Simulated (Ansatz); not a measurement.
## Molecular dynamics, with input and output: Si4H9F (part 1 of 5)

The run: molecular dynamics of Si4H9F. Method and program: RKS PBE/STO-3G (Ansatz 0.2.0).

It belongs to a series of runs on one base structure; here: dynamics from the start. Figures and captions count atoms from 1; the log counts them from 0 in places.

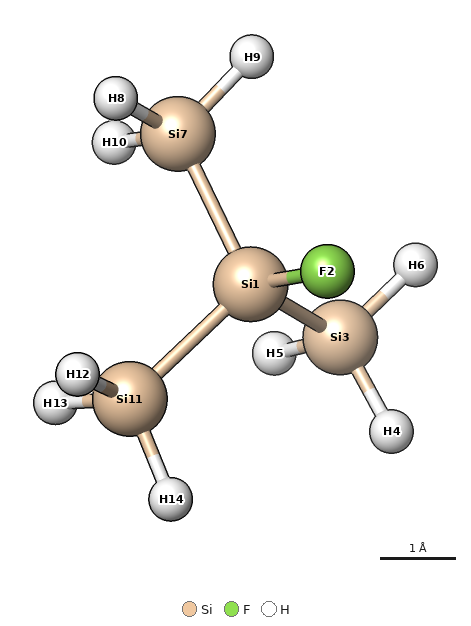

Figure 1. The starting structure (ball-and-stick view, seen at a tilt; atoms are numbered from 1 in the order of the input). Bond lengths as drawn: F–Si 1.68 Å, H–Si 1.46 Å and Si–Si 2.28 Å.

### Input
```yaml
crystal:
  periodic: [false, false, false]
  atoms:
    - { symbol: Si, position_ang: [0.009827, -0.07323, 0.019611] }
    - { symbol: F, position_ang: [0.031805, -0.262224, 1.685612] }
    - { symbol: Si, position_ang: [2.153591, 0.054111, -0.754362] }
    - { symbol: H, position_ang: [2.931737, -1.125139, -0.401938] }
    - { symbol: H, position_ang: [2.160466, 0.160534, -2.206832] }
    - { symbol: H, position_ang: [2.858029, 1.215907, -0.230618] }
    - { symbol: Si, position_ang: [-1.111192, 1.844139, -0.507544] }
    - { symbol: H, position_ang: [-2.506319, 1.795497, -0.093274] }
    - { symbol: H, position_ang: [-0.511002, 3.016613, 0.113312] }
    - { symbol: H, position_ang: [-1.093213, 2.058365, -1.947967] }
    - { symbol: Si, position_ang: [-1.043837, -1.861852, -0.930336] }
    - { symbol: H, position_ang: [-2.36733, -2.080591, -0.361536] }
    - { symbol: H, position_ang: [-1.216193, -1.646123, -2.361235] }
    - { symbol: H, position_ang: [-0.286969, -3.095908, -0.765395] }
basis:
  gaussian: { orbitals: STO-3G }
hamiltonian:
  xc: pbe
md:
  timestep: 0.25
  n_steps: 150
  ensemble: nvt_nose_hoover
  temperature: 300.0
  initial_velocities: maxwell_boltzmann
  seed: 944448
  nose_hoover: { tau: 300.0, chain_length: 1 }
```

Run as:
```bash
ansatz run input.yaml --threads 1 --pin off --max-ram 2048MiB --backend cpu --events-out ev --progress --plain --runs-dir out
```

### What the program printed
```
Engine: ansatz 0.2.0, x86_64-unknown-linux-gnu
Functional definition: PBE
  parameter kappa = 0.804
  parameter beta = 0.06672455060314922
  exchange = pbe_x(kappa = kappa, mu = beta*pi^2/3)
  correlation = pbe_c(beta = beta)
651 factors; integrals over basis functions are off by at most 1.0e-5 eV
mean field evaluation 1: about -33946.7028 eV, gradient 2.9e1 eV
mean field evaluation 2: about -33940.3423 eV, gradient 5.8e1 eV
mean field evaluation 4: about -33949.7567 eV, gradient 2.9e0 eV
mean field evaluation 8: about -33949.7209 eV, gradient 6.2e-2 eV
mean field -33949.72088317 eV, -1247.6292305091 hartree, gradient 2.7e-5 eV, S^2 0.000000; 0 other end points of the search recorded, 0 dependent functions left out
the calculation of the forces begins
reference -33949.72090875 eV, -1247.6292314491 hartree; 37, 37 occupied and 13, 13 virtual orbitals, 651 factors
md step     0: t =     0.00 fs  T =   300.0 K  F+E_penalty+E_count = -33949.72088317 eV  E_kin = 0.465336 eV  conserved = -33949.25554717 eV  (22 SCF iters)
these checks for a lower state are left out or cut short: starts, cluster_reference, orbital_swaps, neighbouring_geometries, increment
651 factors; integrals over basis functions are off by at most 9.8e-6 eV
mean field evaluation 16: about -33949.7189 eV, gradient 2.3e-1 eV
mean field -33949.71907475 eV, -1247.6291640509 hartree, gradient 9.3e-6 eV, S^2 0.000000; 0 other end points of the search recorded, 0 dependent functions left out
the calculation of the forces begins
reference -33949.71910033 eV, -1247.6291649909 hartree; 37, 37 occupied and 13, 13 virtual orbitals, 651 factors
md step     1: t =     0.25 fs  T =   298.8 K  F+E_penalty+E_count = -33949.71907475 eV  E_kin = 0.463534 eV  conserved = -33949.25554033 eV  (18 SCF iters)
[... from here on the SCF iterations and repeated set-up lines of each step are left out, up to the last step ...]
md step     2: t =     0.50 fs  T =   295.5 K  F+E_penalty+E_count = -33949.71392781 eV  E_kin = 0.458404 eV  conserved = -33949.25552364 eV  (19 SCF iters)
md step     3: t =     0.75 fs  T =   290.2 K  F+E_penalty+E_count = -33949.70570123 eV  E_kin = 0.450203 eV  conserved = -33949.25549821 eV  (19 SCF iters)
md step     4: t =     1.00 fs  T =   283.2 K  F+E_penalty+E_count = -33949.69479126 eV  E_kin = 0.439326 eV  conserved = -33949.25546580 eV  (18 SCF iters)
md step     5: t =     1.25 fs  T =   274.8 K  F+E_penalty+E_count = -33949.68170748 eV  E_kin = 0.426279 eV  conserved = -33949.25542821 eV  (19 SCF iters)
md step     6: t =     1.50 fs  T =   265.4 K  F+E_penalty+E_count = -33949.66704298 eV  E_kin = 0.411656 eV  conserved = -33949.25538761 eV  (19 SCF iters)
md step     7: t =     1.75 fs  T =   255.4 K  F+E_penalty+E_count = -33949.65143923 eV  E_kin = 0.396093 eV  conserved = -33949.25534637 eV  (19 SCF iters)
md step     8: t =     2.00 fs  T =   245.1 K  F+E_penalty+E_count = -33949.63554778 eV  E_kin = 0.380242 eV  conserved = -33949.25530645 eV  (19 SCF iters)
md step     9: t =     2.25 fs  T =   235.1 K  F+E_penalty+E_count = -33949.61999383 eV  E_kin = 0.364724 eV  conserved = -33949.25527108 eV  (18 SCF iters)
md step    10: t =     2.50 fs  T =   225.7 K  F+E_penalty+E_count = -33949.60533693 eV  E_kin = 0.350097 eV  conserved = -33949.25524129 eV  (18 SCF iters)
md step    11: t =     2.75 fs  T =   217.2 K  F+E_penalty+E_count = -33949.59204391 eV  E_kin = 0.336826 eV  conserved = -33949.25522014 eV  (19 SCF iters)
md step    12: t =     3.00 fs  T =   209.7 K  F+E_penalty+E_count = -33949.58045870 eV  E_kin = 0.325254 eV  conserved = -33949.25520703 eV  (19 SCF iters)
md step    13: t =     3.25 fs  T =   203.5 K  F+E_penalty+E_count = -33949.57079109 eV  E_kin = 0.315592 eV  conserved = -33949.25520248 eV  (19 SCF iters)
md step    14: t =     3.50 fs  T =   198.5 K  F+E_penalty+E_count = -33949.56310899 eV  E_kin = 0.307906 eV  conserved = -33949.25520720 eV  (19 SCF iters)
md step    15: t =     3.75 fs  T =   194.8 K  F+E_penalty+E_count = -33949.55733933 eV  E_kin = 0.302125 eV  conserved = -33949.25521994 eV  (19 SCF iters)
md step    16: t =     4.00 fs  T =   192.2 K  F+E_penalty+E_count = -33949.55328207 eV  E_kin = 0.298049 eV  conserved = -33949.25523958 eV  (19 SCF iters)
md step    17: t =     4.25 fs  T =   190.4 K  F+E_penalty+E_count = -33949.55062909 eV  E_kin = 0.295372 eV  conserved = -33949.25526419 eV  (19 SCF iters)
md step    18: t =     4.50 fs  T =   189.4 K  F+E_penalty+E_count = -33949.54899116 eV  E_kin = 0.293708 eV  conserved = -33949.25529202 eV  (19 SCF iters)
md step    19: t =     4.75 fs  T =   188.6 K  F+E_penalty+E_count = -33949.54792731 eV  E_kin = 0.292617 eV  conserved = -33949.25532102 eV  (19 SCF iters)
md step    20: t =     5.00 fs  T =   188.0 K  F+E_penalty+E_count = -33949.54697715 eV  E_kin = 0.291640 eV  conserved = -33949.25534924 eV  (19 SCF iters)
md step    21: t =     5.25 fs  T =   187.2 K  F+E_penalty+E_count = -33949.54569234 eV  E_kin = 0.290332 eV  conserved = -33949.25537478 eV  (19 SCF iters)
md step    22: t =     5.50 fs  T =   185.9 K  F+E_penalty+E_count = -33949.54366694 eV  E_kin = 0.288286 eV  conserved = -33949.25539648 eV  (19 SCF iters)
md step    23: t =     5.75 fs  T =   183.8 K  F+E_penalty+E_count = -33949.54056104 eV  E_kin = 0.285168 eV  conserved = -33949.25541158 eV  (23 SCF iters)
md step    24: t =     6.00 fs  T =   181.0 K  F+E_penalty+E_count = -33949.53612721 eV  E_kin = 0.280727 eV  conserved = -33949.25542061 eV  (19 SCF iters)
md step    25: t =     6.25 fs  T =   177.2 K  F+E_penalty+E_count = -33949.53022147 eV  E_kin = 0.274822 eV  conserved = -33949.25542240 eV  (19 SCF iters)
md step    26: t =     6.50 fs  T =   172.4 K  F+E_penalty+E_count = -33949.52281660 eV  E_kin = 0.267424 eV  conserved = -33949.25541734 eV  (19 SCF iters)
md step    27: t =     6.75 fs  T =   166.7 K  F+E_penalty+E_count = -33949.51400312 eV  E_kin = 0.258626 eV  conserved = -33949.25540451 eV  (19 SCF iters)
md step    28: t =     7.00 fs  T =   160.3 K  F+E_penalty+E_count = -33949.50398981 eV  E_kin = 0.248635 eV  conserved = -33949.25538478 eV  (19 SCF iters)
md step    29: t =     7.25 fs  T =   153.3 K  F+E_penalty+E_count = -33949.49309320 eV  E_kin = 0.237767 eV  conserved = -33949.25535923 eV  (19 SCF iters)
md step    30: t =     7.50 fs  T =   146.0 K  F+E_penalty+E_count = -33949.48172275 eV  E_kin = 0.226429 eV  conserved = -33949.25532925 eV  (19 SCF iters)
md step    31: t =     7.75 fs  T =   138.7 K  F+E_penalty+E_count = -33949.47035983 eV  E_kin = 0.215102 eV  conserved = -33949.25529620 eV  (18 SCF iters)
md step    32: t =     8.00 fs  T =   131.7 K  F+E_penalty+E_count = -33949.45953224 eV  E_kin = 0.204312 eV  conserved = -33949.25526160 eV  (19 SCF iters)
md step    33: t =     8.25 fs  T =   125.5 K  F+E_penalty+E_count = -33949.44978605 eV  E_kin = 0.194601 eV  conserved = -33949.25522834 eV  (19 SCF iters)
md step    34: t =     8.50 fs  T =   120.2 K  F+E_penalty+E_count = -33949.44165089 eV  E_kin = 0.186499 eV  conserved = -33949.25519805 eV  (18 SCF iters)
md step    35: t =     8.75 fs  T =   116.4 K  F+E_penalty+E_count = -33949.43560894 eV  E_kin = 0.180486 eV  conserved = -33949.25517273 eV  (19 SCF iters)
md step    36: t =     9.00 fs  T =   114.1 K  F+E_penalty+E_count = -33949.43206294 eV  E_kin = 0.176961 eV  conserved = -33949.25515413 eV  (19 SCF iters)
md step    37: t =     9.25 fs  T =   113.6 K  F+E_penalty+E_count = -33949.43130816 eV  E_kin = 0.176220 eV  conserved = -33949.25514369 eV  (19 SCF iters)
md step    38: t =     9.50 fs  T =   115.0 K  F+E_penalty+E_count = -33949.43350998 eV  E_kin = 0.178426 eV  conserved = -33949.25514235 eV  (19 SCF iters)
md step    39: t =     9.75 fs  T =   118.4 K  F+E_penalty+E_count = -33949.43868888 eV  E_kin = 0.183600 eV  conserved = -33949.25515051 eV  (19 SCF iters)
md step    40: t =    10.00 fs  T =   123.5 K  F+E_penalty+E_count = -33949.44671430 eV  E_kin = 0.191612 eV  conserved = -33949.25516798 eV  (19 SCF iters)
md step    41: t =    10.25 fs  T =   130.3 K  F+E_penalty+E_count = -33949.45730854 eV  E_kin = 0.202184 eV  conserved = -33949.25519443 eV  (19 SCF iters)
md step    42: t =    10.50 fs  T =   138.5 K  F+E_penalty+E_count = -33949.47005774 eV  E_kin = 0.214904 eV  conserved = -33949.25522753 eV  (19 SCF iters)
md step    43: t =    10.75 fs  T =   147.8 K  F+E_penalty+E_count = -33949.48443651 eV  E_kin = 0.229249 eV  conserved = -33949.25526598 eV  (19 SCF iters)
md step    44: t =    11.00 fs  T =   157.7 K  F+E_penalty+E_count = -33949.49983483 eV  E_kin = 0.244612 eV  conserved = -33949.25530754 eV  (19 SCF iters)
md step    45: t =    11.25 fs  T =   167.8 K  F+E_penalty+E_count = -33949.51559328 eV  E_kin = 0.260333 eV  conserved = -33949.25535026 eV  (19 SCF iters)
md step    46: t =    11.50 fs  T =   177.8 K  F+E_penalty+E_count = -33949.53103915 eV  E_kin = 0.275744 eV  conserved = -33949.25539146 eV  (18 SCF iters)
md step    47: t =    11.75 fs  T =   187.1 K  F+E_penalty+E_count = -33949.54552454 eV  E_kin = 0.290200 eV  conserved = -33949.25542844 eV  (19 SCF iters)
md step    48: t =    12.00 fs  T =   195.4 K  F+E_penalty+E_count = -33949.55846325 eV  E_kin = 0.303115 eV  conserved = -33949.25545965 eV  (23 SCF iters)
md step    49: t =    12.25 fs  T =   202.4 K  F+E_penalty+E_count = -33949.56936074 eV  E_kin = 0.313997 eV  conserved = -33949.25548298 eV  (19 SCF iters)
md step    50: t =    12.50 fs  T =   207.9 K  F+E_penalty+E_count = -33949.57784260 eV  E_kin = 0.322471 eV  conserved = -33949.25549830 eV  (19 SCF iters)
md step    51: t =    12.75 fs  T =   211.7 K  F+E_penalty+E_count = -33949.58366950 eV  E_kin = 0.328302 eV  conserved = -33949.25550353 eV  (19 SCF iters)
md step    52: t =    13.00 fs  T =   213.7 K  F+E_penalty+E_count = -33949.58675433 eV  E_kin = 0.331398 eV  conserved = -33949.25550100 eV  (19 SCF iters)
md step    53: t =    13.25 fs  T =   213.9 K  F+E_penalty+E_count = -33949.58715535 eV  E_kin = 0.331821 eV  conserved = -33949.25548834 eV  (19 SCF iters)
md step    54: t =    13.50 fs  T =   212.6 K  F+E_penalty+E_count = -33949.58507889 eV  E_kin = 0.329774 eV  conserved = -33949.25546753 eV  (19 SCF iters)
md step    55: t =    13.75 fs  T =   209.9 K  F+E_penalty+E_count = -33949.58085961 eV  E_kin = 0.325592 eV  conserved = -33949.25543998 eV  (19 SCF iters)
md step    56: t =    14.00 fs  T =   206.1 K  F+E_penalty+E_count = -33949.57493919 eV  E_kin = 0.319713 eV  conserved = -33949.25540749 eV  (19 SCF iters)
md step    57: t =    14.25 fs  T =   201.6 K  F+E_penalty+E_count = -33949.56783756 eV  E_kin = 0.312656 eV  conserved = -33949.25537219 eV  (19 SCF iters)
md step    58: t =    14.50 fs  T =   196.6 K  F+E_penalty+E_count = -33949.56011906 eV  E_kin = 0.304982 eV  conserved = -33949.25533635 eV  (19 SCF iters)
md step    59: t =    14.75 fs  T =   191.6 K  F+E_penalty+E_count = -33949.55235596 eV  E_kin = 0.297262 eV  conserved = -33949.25530227 eV  (19 SCF iters)
md step    60: t =    15.00 fs  T =   187.0 K  F+E_penalty+E_count = -33949.54509147 eV  E_kin = 0.290037 eV  conserved = -33949.25527227 eV  (19 SCF iters)
md step    61: t =    15.25 fs  T =   183.0 K  F+E_penalty+E_count = -33949.53880418 eV  E_kin = 0.283782 eV  conserved = -33949.25524825 eV  (19 SCF iters)
md step    62: t =    15.50 fs  T =   179.8 K  F+E_penalty+E_count = -33949.53387739 eV  E_kin = 0.278881 eV  conserved = -33949.25523175 eV  (19 SCF iters)
md step    63: t =    15.75 fs  T =   177.7 K  F+E_penalty+E_count = -33949.53057450 eV  E_kin = 0.275595 eV  conserved = -33949.25522365 eV  (19 SCF iters)
md step    64: t =    16.00 fs  T =   176.7 K  F+E_penalty+E_count = -33949.52902382 eV  E_kin = 0.274052 eV  conserved = -33949.25522482 eV  (18 SCF iters)
md step    65: t =    16.25 fs  T =   176.8 K  F+E_penalty+E_count = -33949.52921028 eV  E_kin = 0.274238 eV  conserved = -33949.25523448 eV  (19 SCF iters)
md step    66: t =    16.50 fs  T =   177.9 K  F+E_penalty+E_count = -33949.53098065 eV  E_kin = 0.276000 eV  conserved = -33949.25525209 eV  (19 SCF iters)
md step    67: t =    16.75 fs  T =   179.9 K  F+E_penalty+E_count = -33949.53405532 eV  E_kin = 0.279059 eV  conserved = -33949.25527675 eV  (19 SCF iters)
md step    68: t =    17.00 fs  T =   182.5 K  F+E_penalty+E_count = -33949.53804778 eV  E_kin = 0.283032 eV  conserved = -33949.25530585 eV  (19 SCF iters)
md step    69: t =    17.25 fs  T =   185.3 K  F+E_penalty+E_count = -33949.54249446 eV  E_kin = 0.287457 eV  conserved = -33949.25533785 eV  (19 SCF iters)
md step    70: t =    17.50 fs  T =   188.1 K  F+E_penalty+E_count = -33949.54688461 eV  E_kin = 0.291825 eV  conserved = -33949.25537064 eV  (19 SCF iters)
md step    71: t =    17.75 fs  T =   190.6 K  F+E_penalty+E_count = -33949.55069441 eV  E_kin = 0.295614 eV  conserved = -33949.25540215 eV  (18 SCF iters)
md step    72: t =    18.00 fs  T =   192.3 K  F+E_penalty+E_count = -33949.55342026 eV  E_kin = 0.298323 eV  conserved = -33949.25543020 eV  (19 SCF iters)
md step    73: t =    18.25 fs  T =   193.1 K  F+E_penalty+E_count = -33949.55461124 eV  E_kin = 0.299502 eV  conserved = -33949.25545348 eV  (23 SCF iters)
md step    74: t =    18.50 fs  T =   192.6 K  F+E_penalty+E_count = -33949.55389490 eV  E_kin = 0.298780 eV  conserved = -33949.25546973 eV  (18 SCF iters)
md step    75: t =    18.75 fs  T =   190.8 K  F+E_penalty+E_count = -33949.55100404 eV  E_kin = 0.295891 eV  conserved = -33949.25547960 eV  (18 SCF iters)
md step    76: t =    19.00 fs  T =   187.4 K  F+E_penalty+E_count = -33949.54578772 eV  E_kin = 0.290685 eV  conserved = -33949.25548069 eV  (18 SCF iters)
md step    77: t =    19.25 fs  T =   182.5 K  F+E_penalty+E_count = -33949.53822784 eV  E_kin = 0.283144 eV  conserved = -33949.25547346 eV  (19 SCF iters)
md step    78: t =    19.50 fs  T =   176.2 K  F+E_penalty+E_count = -33949.52843984 eV  E_kin = 0.273382 eV  conserved = -33949.25545802 eV  (19 SCF iters)
md step    79: t =    19.75 fs  T =   168.7 K  F+E_penalty+E_count = -33949.51667062 eV  E_kin = 0.261647 eV  conserved = -33949.25543498 eV  (19 SCF iters)
md step    80: t =    20.00 fs  T =   160.1 K  F+E_penalty+E_count = -33949.50328878 eV  E_kin = 0.248305 eV  conserved = -33949.25540535 eV  (19 SCF iters)
md step    81: t =    20.25 fs  T =   150.7 K  F+E_penalty+E_count = -33949.48876802 eV  E_kin = 0.233830 eV  conserved = -33949.25537017 eV  (19 SCF iters)
md step    82: t =    20.50 fs  T =   141.0 K  F+E_penalty+E_count = -33949.47366653 eV  E_kin = 0.218776 eV  conserved = -33949.25533232 eV  (18 SCF iters)
md step    83: t =    20.75 fs  T =   131.4 K  F+E_penalty+E_count = -33949.45859551 eV  E_kin = 0.203754 eV  conserved = -33949.25529250 eV  (19 SCF iters)
md step    84: t =    21.00 fs  T =   122.1 K  F+E_penalty+E_count = -33949.44419221 eV  E_kin = 0.189397 eV  conserved = -33949.25525410 eV  (19 SCF iters)
md step    85: t =    21.25 fs  T =   113.7 K  F+E_penalty+E_count = -33949.43108022 eV  E_kin = 0.176330 eV  conserved = -33949.25521779 eV  (19 SCF iters)
md step    86: t =    21.50 fs  T =   106.5 K  F+E_penalty+E_count = -33949.41983925 eV  E_kin = 0.165128 eV  conserved = -33949.25518647 eV  (20 SCF iters)
md step    87: t =    21.75 fs  T =   100.8 K  F+E_penalty+E_count = -33949.41096757 eV  E_kin = 0.156289 eV  conserved = -33949.25516144 eV  (20 SCF iters)
md step    88: t =    22.00 fs  T =    96.8 K  F+E_penalty+E_count = -33949.40485504 eV  E_kin = 0.150200 eV  conserved = -33949.25514549 eV  (20 SCF iters)
md step    89: t =    22.25 fs  T =    94.8 K  F+E_penalty+E_count = -33949.40175503 eV  E_kin = 0.147113 eV  conserved = -33949.25513897 eV  (20 SCF iters)
md step    90: t =    22.50 fs  T =    94.9 K  F+E_penalty+E_count = -33949.40177097 eV  E_kin = 0.147133 eV  conserved = -33949.25514273 eV  (20 SCF iters)
md step    91: t =    22.75 fs  T =    96.8 K  F+E_penalty+E_count = -33949.40484710 eV  E_kin = 0.150203 eV  conserved = -33949.25515591 eV  (20 SCF iters)
md step    92: t =    23.00 fs  T =   100.6 K  F+E_penalty+E_count = -33949.41077375 eV  E_kin = 0.156115 eV  conserved = -33949.25517849 eV  (20 SCF iters)
md step    93: t =    23.25 fs  T =   106.1 K  F+E_penalty+E_count = -33949.41919654 eV  E_kin = 0.164517 eV  conserved = -33949.25520766 eV  (18 SCF iters)
md step    94: t =    23.50 fs  T =   112.8 K  F+E_penalty+E_count = -33949.42964354 eV  E_kin = 0.174937 eV  conserved = -33949.25524328 eV  (19 SCF iters)
md step    95: t =    23.75 fs  T =   120.4 K  F+E_penalty+E_count = -33949.44154910 eV  E_kin = 0.186814 eV  conserved = -33949.25528225 eV  (19 SCF iters)
md step    96: t =    24.00 fs  T =   128.6 K  F+E_penalty+E_count = -33949.45429242 eV  E_kin = 0.199528 eV  conserved = -33949.25532241 eV  (19 SCF iters)
md step    97: t =    24.25 fs  T =   137.0 K  F+E_penalty+E_count = -33949.46723432 eV  E_kin = 0.212442 eV  conserved = -33949.25536144 eV  (19 SCF iters)
md step    98: t =    24.50 fs  T =   145.0 K  F+E_penalty+E_count = -33949.47975543 eV  E_kin = 0.224940 eV  conserved = -33949.25539681 eV  (23 SCF iters)
md step    99: t =    24.75 fs  T =   152.4 K  F+E_penalty+E_count = -33949.49129347 eV  E_kin = 0.236461 eV  conserved = -33949.25542656 eV  (19 SCF iters)
md step   100: t =    25.00 fs  T =   158.9 K  F+E_penalty+E_count = -33949.50137535 eV  E_kin = 0.246535 eV  conserved = -33949.25544920 eV  (19 SCF iters)
md step   101: t =    25.25 fs  T =   164.3 K  F+E_penalty+E_count = -33949.50964290 eV  E_kin = 0.254803 eV  conserved = -33949.25546302 eV  (19 SCF iters)
```
